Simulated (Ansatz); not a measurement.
# One shape, several levels: InH3 (SMILES [InH3])

Aim: a comparison of 6 runs (CAM-B3LYP/STO-3G, HSE06/STO-3G, r2SCAN/STO-3G, wB97X/STO-3G, CCSDTQ/STO-3G, CCSD/STO-3G) of InH3. 

The results are computed with Ansatz 0.2.0.

29 further runs of the same task are left out: 1 that didn't finish, 28 set aside as unsound or not needed.

### 1 The molecule

InH3 has 4 atoms, charge 0, and is taken as a singlet. As SMILES, `[InH3]`. The H3–In1 distance was set to 4.310 Å, away from the relaxed value. At this shape a bond of the SMILES string is far longer than usual.

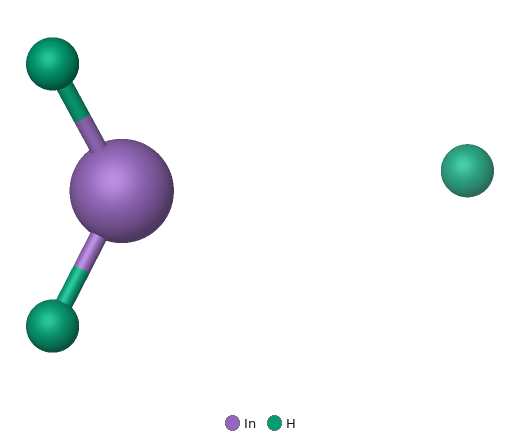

Viewed from a chosen angle; indium purple, hydrogen teal.

### 2 A single-point energy at CAM-B3LYP/STO-3G (run 1)

input.yaml

```yaml
crystal:
  periodic: [false, false, false]
  atoms:
    - {symbol: In, position_ang: [1.678168, 0.123202, 1.969372]}
    - {symbol: H, position_ang: [2.079768, 1.654302, 2.652672]}
    - {symbol: H, position_ang: [-1.095600, -0.107300, -1.321400]}
    - {symbol: H, position_ang: [2.386068, -1.315698, 2.602472]}
basis:
  gaussian:
    orbitals: STO-3G
hamiltonian:
  xc: {name: CAM-B3LYP}
accuracy: high
```

The run is started by

```
ansatz run input.yaml --threads 1 --pin off --max-ram 2610MiB --events-out events.jsonl --progress --plain --runs-dir runs
```

Output:

```text
Warning: RAYON_NUM_THREADS=1 ignored (pool sized by the plan → 1); use --threads N
Functional definition: CAM-B3LYP
  name "CAM-B3LYP"
  parameter alpha = 0.19
  parameter beta = 0.46
  parameter omega = 0.33/bohr
  parameter ac = 0.81
  exchange = (1 - alpha - beta)*b88_x + beta*b88_x_sr(omega) + alpha*exact_x + beta*exact_x_lr(omega)
  correlation = (1 - ac)*vwn5_c + ac*lyp_c
514 factors; integrals over basis functions are off by at most 4.0e-9 eV
114 factors; integrals over basis functions are off by at most 7.3e-10 eV
mean field evaluation 1: about -154731.4263 eV, gradient 1.1e1 eV
mean field evaluation 2: about -154726.5892 eV, gradient 9.5e0 eV
mean field evaluation 4: about -154732.8248 eV, gradient 1.1e1 eV
mean field evaluation 8: about -154732.7977 eV, gradient 1.1e1 eV
mean field -154737.64167788 eV, -5686.5034467213 hartree, gradient 1.6e-8 eV, S^2 0.000000; 0 other end points of the search recorded, 0 dependent functions left out
reference -154737.64169265 eV, -5686.5034472641 hartree; 26, 26 occupied and 4, 4 virtual orbitals, 514 factors
Total energy: -154737.64169265 eV, -5686.5034472641 hartree
```

It took 1.6 s on 1 thread of Arm Neoverse V1, shared host; peak memory 0.1 GiB.

### 3 The energy at HSE06/STO-3G (run 2)

input.yaml

```yaml
crystal:
  periodic: [false, false, false]
  atoms:
    - symbol: In
      position_ang: [1.678168, 0.123202, 1.969372]
    - symbol: H
      position_ang: [2.079768, 1.654302, 2.652672]
    - symbol: H
      position_ang: [-1.095600, -0.107300, -1.321400]
    - symbol: H
      position_ang: [2.386068, -1.315698, 2.602472]
basis:
  gaussian:
    orbitals: STO-3G
hamiltonian:
  xc: hse06
accuracy: high
```

The run is started by

```
ansatz run input.yaml --threads 1 --pin off --max-ram 2610MiB --events-out events.jsonl --progress --plain --runs-dir runs
```

Output:

```text
Warning: RAYON_NUM_THREADS=1 ignored (pool sized by the plan → 1); use --threads N
Functional definition: HSE06
  name "HSE06"
  parameter a = 0.25
  parameter omega = 0.11/bohr
  exchange = pbe_x - a*pbe_x_sr(omega) + a*exact_x_sr(omega)
  correlation = pbe_c
514 factors; integrals over basis functions are off by at most 4.0e-9 eV
49 factors; integrals over basis functions are off by at most 6.4e-10 eV
mean field evaluation 1: about -154718.8994 eV, gradient 1.6e1 eV
mean field evaluation 2: about -154714.2102 eV, gradient 1.4e1 eV
mean field evaluation 4: about -154726.2818 eV, gradient 4.1e0 eV
mean field evaluation 8: about -154726.2824 eV, gradient 4.1e0 eV
mean field evaluation 16: about -154726.3754 eV, gradient 1.7e-8 eV
mean field -154726.37540104 eV, -5686.0894186841 hartree, gradient 1.7e-8 eV, S^2 0.000000; 0 other end points of the search recorded, 0 dependent functions left out
reference -154726.37540312 eV, -5686.0894187606 hartree; 26, 26 occupied and 4, 4 virtual orbitals, 514 factors
Total energy: -154726.37540312 eV, -5686.0894187606 hartree
```

It took 1.9 s on 1 thread of Arm Neoverse V1, shared host; peak memory 0.099 GiB.

Runs 3 to 5 aren't shown in full; the table further down has their settings and results.

### 4 A single-point energy at CCSD/STO-3G (run 6)

in.yaml

```yaml
crystal:
  periodic: [false, false, false]
  atoms:
    - {symbol: In, position_ang: [1.678168, 0.123202, 1.969372]}
    - {symbol: H, position_ang: [2.079768, 1.654302, 2.652672]}
    - {symbol: H, position_ang: [-1.095600, -0.107300, -1.321400]}
    - {symbol: H, position_ang: [2.386068, -1.315698, 2.602472]}
basis:
  gaussian: {orbitals: STO-3G}
correlation: {method: ccsd, frozen_orbitals: {H: 0, In: 18}}
accuracy: high
magnetization: {spin_polarized: false, initial_magnetization: 0}
scf: {omitted_lower_state_checks: [cluster_reference, increment]}
```

The run is started by

```
ansatz run in.yaml --threads 1 --pin off --max-ram 2610MiB --events-out events.jsonl --progress --plain --runs-dir runs
```

Output:

```text
Warning: RAYON_NUM_THREADS=1 ignored (pool sized by the plan → 1); use --threads N
[... 12 lines left out ...]
18 core orbitals not correlated: weight in the atoms' cores, before any rotation towards them, 1.000 or more for the frozen orbitals, at most 0.000 for the correlated occupied ones
[... 35 lines left out ...]
WARN: these amplitudes may be one of several solutions (largest doubles amplitude 0.97, level shift 12.21 eV)
Total energy: -154682.08463552 eV, -5684.4617630726 hartree
Checks for a lower state left out: cluster_reference, increment
```

It took 0.54 s on 1 thread of Arm Neoverse V1, shared host.

### 5 All runs side by side

| run | level | frozen core orbitals | energy (Eh) | wall time |
| --- | --- | --- | --- | --- |
| 1 | CAM-B3LYP/STO-3G | – | -5686.503447 | 1.6 s |
| 2 | HSE06/STO-3G | – | -5686.089419 | 1.9 s |
| 3 | r2SCAN/STO-3G | – | -5686.547381 | 4.5 s |
| 4 | wB97X/STO-3G | – | -5686.469236 | 6 s |
| 5 | CCSDTQ/STO-3G | 18 | -5684.467879 | 6 s |
| 6 | CCSD/STO-3G | 18 | -5684.461763 | 0.54 s |

### 6 Summary of results

```
                                           quantity           value
                                run 6: total energy  -5684.46176 Eh
run 6: correlation energy (18 core orbitals frozen)      -222.0 mEh
                               run 6: T1 diagnostic           0.061
```

Totals of different functionals can't be ranked against each other. In run 6 the T1 diagnostic is large, so a single reference may not serve. In runs 5, 6 the log says that unrestricted orbitals would lower the reference, so the values rest on an unstable closed-shell determinant (other closed-shell runs at this shape may share the fault). In runs 1, 2, 3, 4, 5, 6 the basis is minimal, so the values are rough. In runs 1, 2, 3, 4, 5, 6 relativity is left out where basis or elements ask for it. All runs together took 21 s, the longest 6 s.
